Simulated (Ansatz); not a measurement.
A relaxed structure of GaCuSe$_{2}$. Level of theory: r2SCAN (plane waves to 500 eV, PAW, scalar-relativistic; Ansatz, a quantum-chemistry and plane-wave program).

I-42d (No. 122), tI16, chalcopyrite type; a = b = 5.6078 Å, c = 11.0965 Å, α = β = γ = 90.00°.

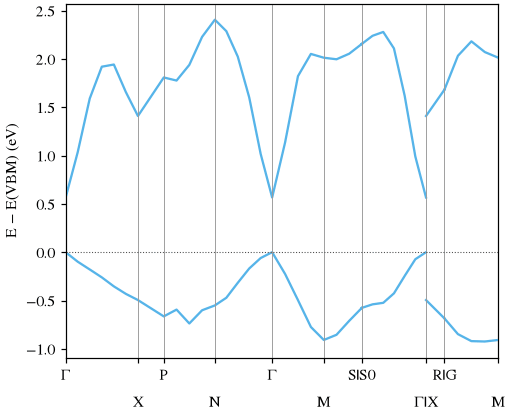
Figure. Highest filled and lowest empty band along the path of this cell's Brillouin zone

Q: Read off the gap and say whether it is direct.

A: 0.57 eV, direct at Γ (no spin-orbit coupling).

Q: How far does the top valence band disperse along this path?

A: About 0.9 eV.

No spin polarisation in the result.

The run could not lose the symmetry of its start; a randomly shaken copy of 8 atoms returns to this structure.
